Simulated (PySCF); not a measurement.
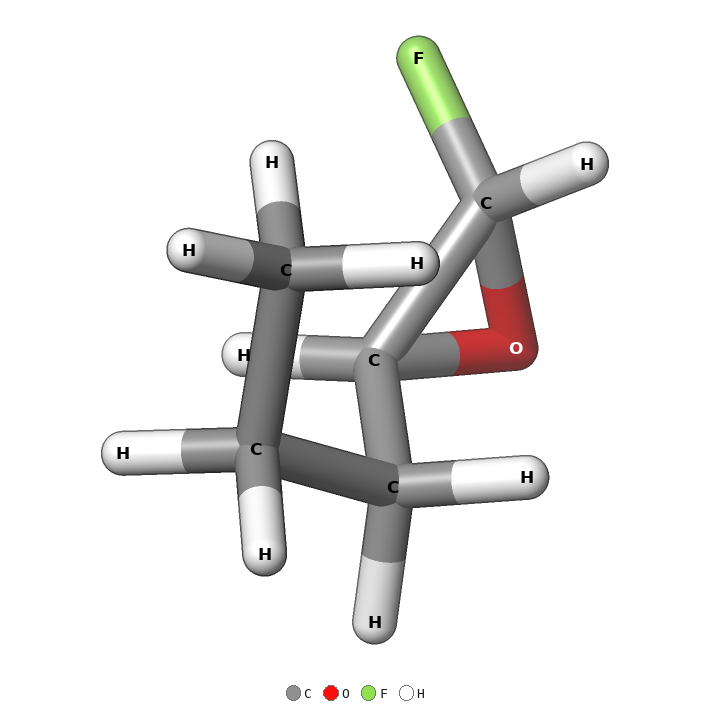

Rendered structure (stick style).

The geometry was computed by an optimisation with GFN2-xTB. No frequency run is at hand to confirm it as a minimum.

Which formula does it have?

C5H9FO, 16 atoms: 5 carbon, 9 hydrogen, 1 fluorine and 1 oxygen.

Write the SMILES.

CCC[C@@H]1O[C@H]1F

More results for the same structure follow; atom numbers are the same in all pictures, views and colours differ.

### Geometry

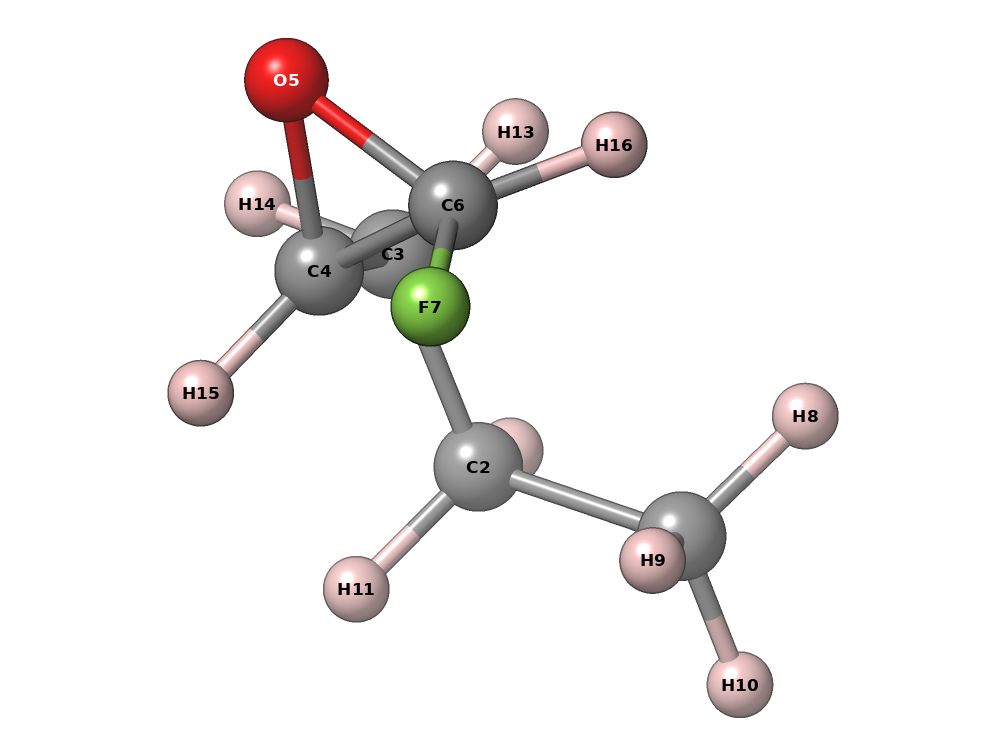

C3 lies behind C4. The molecule seen a little off the C4–C3 bond, C4 in front. Distant atoms are faded towards the background colour. No frequency run is at hand to confirm it as a minimum.

What is the torsion angle O5–C4–C3–C2? The sign is positive where the front bond must turn clockwise to cover the back bond.

164°, antiperiplanar (anti).

### Electronic properties

No frequency run is at hand to confirm it as a minimum. Method: PBE0/def2-SVPD, gas phase (PySCF 2.14.0). Excitations: vertical, linear response.

What is the brightest of the 6 lowest singlets?

8.71 eV.

Estimate the HOMO energy (Kohn–Sham orbital).

−8.45 eV.

Estimate the mean static polarisability.

62.8 bohr³.

Estimate the LUMO energy (Kohn–Sham orbital).

0.67 eV.

### Dipole moment

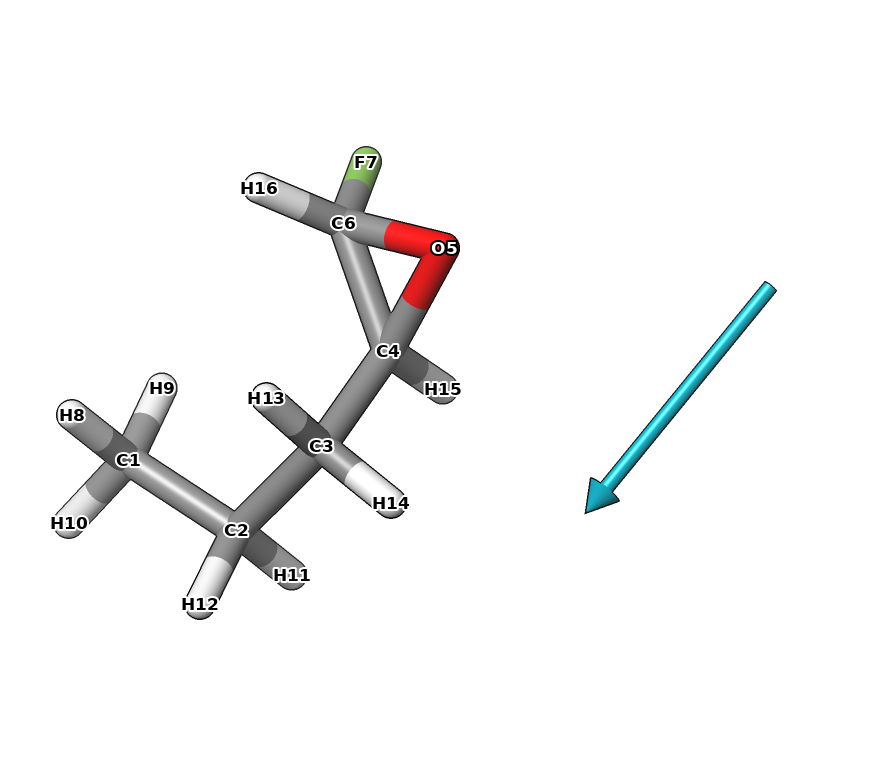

The arrow beside the molecule shows the direction of the dipole moment, from the negative to the positive end (its length means nothing). No frequency run is at hand to confirm it as a minimum. Level of theory: PBE0/def2-SVPD, gas phase (PySCF 2.14.0).

Estimate the dipole moment.

2.74 D; it points from the side of F7 to the side of H10, H12 (the outermost atoms at the two ends).

### Charges

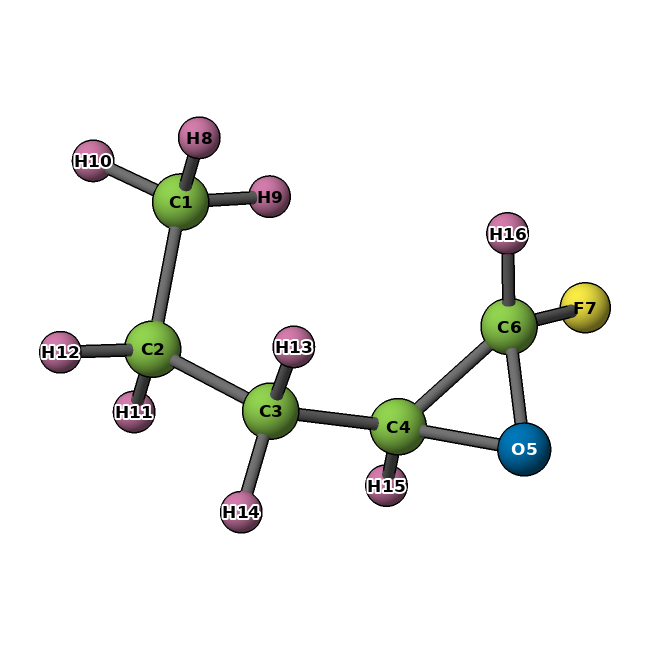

The questions are on IAO charges. No frequency run is at hand to confirm it as a minimum. Properties computed with PBE0/pcSseg-1, gas phase (PySCF 2.14.0).

Which atom carries the highest charge (most positive or least negative)?

C6 (0.33 e).

And the lowest?

C1 (−0.42 e).

Give the IAO charges atom by atom.

| atom | value (e) |
| --- | --- |
| C1 | −0.42 |
| C2 | −0.25 |
| C3 | −0.27 |
| C4 | 0.04 |
| O5 | −0.39 |
| C6 | 0.33 |
| F7 | −0.31 |
| H8 | 0.14 |
| H9 | 0.14 |
| H10 | 0.15 |
| H11 | 0.13 |
| H12 | 0.14 |
| H13 | 0.14 |
| H14 | 0.15 |
| H15 | 0.15 |
| H16 | 0.14 |

### Ring current

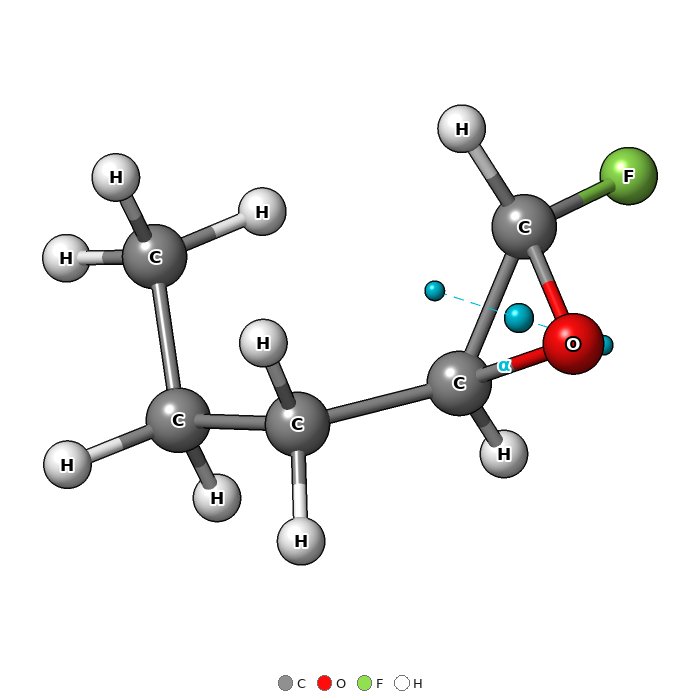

The small points mark where nucleus-independent chemical shifts (NICS) were computed: at the centre of each lettered ring and 1 Å above and below it. No frequency run is at hand to confirm it as a minimum. Level of theory: GIAO PBE0/pcSseg-1 NMR shielding, non-relativistic, gas phase (PySCF 2.14.0).

Give NICS(0), NICS(1) and the out-of-plane component NICS(1)zz for each ring (means of the two sides).

| ring | members | NICS(0) | NICS(1) | NICS(1)zz |
| --- | --- | --- | --- | --- |
| α | C2O | −43.1 | −6.2 | −18.0 |

Values in ppm.
